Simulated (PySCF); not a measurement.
**HOF (SMILES OF): levels of theory compared**

Wanted: a comparison of 6 runs (HF/3-21G, B3LYP/6-31G*, B3LYP/aug-cc-pVTZ, M06-L/aug-cc-pVTZ, TPSS/aug-cc-pVTZ, wB97X/aug-cc-pVTZ) of HOF. The job is set up through a Python script.

The calculation is run with PySCF 2.14.0.

1 further run of the same task is left out (set aside as unsound or not needed).

### Step 1. The structure to begin with

HOF: 3 atoms, total charge 0, spin state singlet. As SMILES, `OF`. The shape is that of a PBE0-D4/def2-TZVP optimisation.

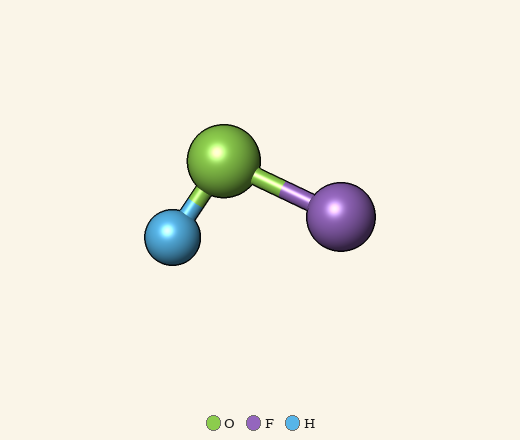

Viewed from a chosen angle; oxygen green, fluorine purple, hydrogen blue.

### Step 2. The energy at HF/3-21G (run 1)

input.py

```python
from pyscf import gto, scf

molecule = gto.M(
    atom='''
O      0.430590    -0.210340     0.216330
F     -0.221910     1.014620    -0.010980
H     -0.208690    -0.804280    -0.205350
''',
    spin=0,
    basis='3-21g',
    verbose=3,
    max_memory=1860,
)

mf = scf.RHF(molecule)
mf.conv_tol = 1e-10
mf.kernel()
if not mf.converged:
    mf = mf.newton().run(mf.mo_coeff, mf.mo_occ)

e_tot = mf.e_tot
print('E(%s) = %.9f' % ('HF', e_tot))
```

Launch:

```
$ OMP_NUM_THREADS=1 python input.py
```

The program printed:

```text
converged SCF energy = -173.799671884203
E(HF) = -173.799671884
```

Wall time 0.46 s (1 thread of Arm Neoverse V2, shared host); peak memory 0.1 GiB.

### Step 3. A single-point energy at B3LYP/6-31G(d) (spherical functions) (run 2)

calc.py

```python
from pyscf import gto, dft

mol = gto.M(
    atom='''
O      0.813697    -0.397485     0.408804
F     -0.419349     1.917354    -0.020749
H     -0.394367    -1.519869    -0.388055
''',
    verbose=3,
    max_memory=1860,
    unit='bohr',
    basis='6-31g*',
    spin=0,
)

mf = dft.RKS(mol, xc='b3lyp')
mf.conv_tol = 1e-10
mf.grids.level = 5
mf.kernel()
if not mf.converged:
    mf = mf.newton().run(mf.mo_coeff, mf.mo_occ)

energy = mf.e_tot
print('Final energy', energy)
```

Launch:

```
$ OMP_NUM_THREADS=1 python calc.py
```

The program printed:

```text
converged SCF energy = -175.518937444108
Final energy -175.51893744410813
```

It took 1.9 s on 1 thread of Arm Neoverse V2, shared host; peak memory 0.2 GiB.

Runs 3 to 4 aren't shown in full; the table further down has their settings and results.

### Step 4. A single-point energy at TPSS/aug-cc-pVTZ (run 5)

input.py

```python
# hypofluorous acid
from pyscf import gto, dft

mol = gto.M(
    atom=[
    ('O', (0.430590, -0.210340, 0.216330)),
    ('F', (-0.221910, 1.014620, -0.010980)),
    ('H', (-0.208690, -0.804280, -0.205350)),
],
    max_memory=1860,
    basis='aug-cc-pvtz',
    verbose=4,
    charge=0,
)

mf = dft.RKS(mol, xc='tpss')
mf.conv_tol = 1e-10
mf.grids.level = 5
mf.kernel()
if not mf.converged:
    mf = mf.newton().run(mf.mo_coeff, mf.mo_occ)

etot = mf.e_tot
print('Final energy', etot)
```

Launch:

```
$ OMP_NUM_THREADS=1 python input.py
```

The program printed:

```text
PySCF version 2.14.0

[INPUT] num. atoms = 3
[INPUT] num. electrons = 18
[INPUT] charge = 0
[INPUT] spin (= nelec alpha-beta = 2S) = 0
[INPUT] symmetry False subgroup None
[INPUT] Mole.unit = angstrom
[INPUT] Symbol           X                Y                Z      unit          X                Y                Z       unit  Magmom
[INPUT]  1 O      0.430590000000  -0.210340000000   0.216330000000 AA    0.813697171976  -0.397484993041   0.408804452527 Bohr   0.0
[INPUT]  2 F     -0.221910000000   1.014620000000  -0.010980000000 AA   -0.419349124302   1.917353920506  -0.020749192848 Bohr   0.0
[INPUT]  3 H     -0.208690000000  -0.804280000000  -0.205350000000 AA   -0.394366944935  -1.519868927465  -0.388055259679 Bohr   0.0

[... 59 lines left out ...]
converged SCF energy = -175.629699999061
Final energy -175.62969999906062
```

Wall time 17 s (1 thread of Arm Neoverse V2, shared host); peak memory 0.64 GiB.

### Step 5. A single-point energy at wB97X/aug-cc-pVTZ (run 6)

job.py

```python
from pyscf import gto, dft

mol = gto.Mole()
mol.atom = [
    ('O', (0.430590, -0.210340, 0.216330)),
    ('F', (-0.221910, 1.014620, -0.010980)),
    ('H', (-0.208690, -0.804280, -0.205350)),
]
mol.charge = 0
mol.max_memory = 1860
mol.basis = 'aug-cc-pvtz'
mol.verbose = 4
mol.build()

mf = dft.RKS(mol, xc='wb97x')
mf.conv_tol = 1e-10
mf.grids.level = 5
mf.kernel()
if not mf.converged:
    mf = mf.newton().run(mf.mo_coeff, mf.mo_occ)

e_tot = mf.e_tot
print('E = %.10f Eh' % e_tot)
```

Launch:

```
$ OMP_NUM_THREADS=1 python job.py
```

The program printed:

```text
PySCF version 2.14.0

[INPUT] num. atoms = 3
[INPUT] num. electrons = 18
[INPUT] charge = 0
[INPUT] spin (= nelec alpha-beta = 2S) = 0
[INPUT] symmetry False subgroup None
[INPUT] Mole.unit = angstrom
[INPUT] Symbol           X                Y                Z      unit          X                Y                Z       unit  Magmom
[INPUT]  1 O      0.430590000000  -0.210340000000   0.216330000000 AA    0.813697171976  -0.397484993041   0.408804452527 Bohr   0.0
[INPUT]  2 F     -0.221910000000   1.014620000000  -0.010980000000 AA   -0.419349124302   1.917353920506  -0.020749192848 Bohr   0.0
[INPUT]  3 H     -0.208690000000  -0.804280000000  -0.205350000000 AA   -0.394366944935  -1.519868927465  -0.388055259679 Bohr   0.0

[... 59 lines left out ...]
converged SCF energy = -175.566607680898
E = -175.5666076809 Eh
```

Wall time 14 s (1 thread of Arm Neoverse V2, shared host); peak memory 0.59 GiB.

### Step 6. All runs side by side

| run | level | integration grid | energy (Eh) | dipole moment (D) | HOMO energy (eV) | LUMO energy (eV) | wall time |
| --- | --- | --- | --- | --- | --- | --- | --- |
| 1 | HF/3-21G | – | -173.799672 | 2.39 | -14.13 | 5.86 | 0.46 s |
| 2 | B3LYP/6-31G* (spherical functions) | 5 | -175.518937 | 1.97 | -8.24 | -0.64 | 1.9 s |
| 3 | B3LYP/aug-cc-pVTZ | 5 | -175.612800 | 1.90 | -9.01 | -1.69 | 8.4 s |
| 4 | M06-L/aug-cc-pVTZ | 5 | -175.573132 | 1.84 | -7.52 | -2.23 | 19 s |
| 5 | TPSS/aug-cc-pVTZ | 5 | -175.629700 | 1.84 | -7.34 | -2.59 | 17 s |
| 6 | wB97X/aug-cc-pVTZ | 5 | -175.566608 | 1.91 | -11.86 | 0.94 | 14 s |

### Step 7. Results

```
            quantity          value
 run 6: total energy  -175.56661 Eh
run 6: dipole moment         1.91 D
  run 6: HOMO energy      -11.86 eV
  run 6: LUMO energy        0.94 eV
run 6: HOMO–LUMO gap       12.80 eV
```

In words: The dipole moment (its size) runs from 1.84 D (TPSS/aug-cc-pVTZ) to 2.39 D (HF/3-21G). The two ends differ in method and basis. The HOMO–LUMO gap runs from 4.76 eV (TPSS/aug-cc-pVTZ) to 19.99 eV (HF/3-21G). Totals of different functionals can't be ranked against each other. All runs together took 61 s, the longest 19 s.
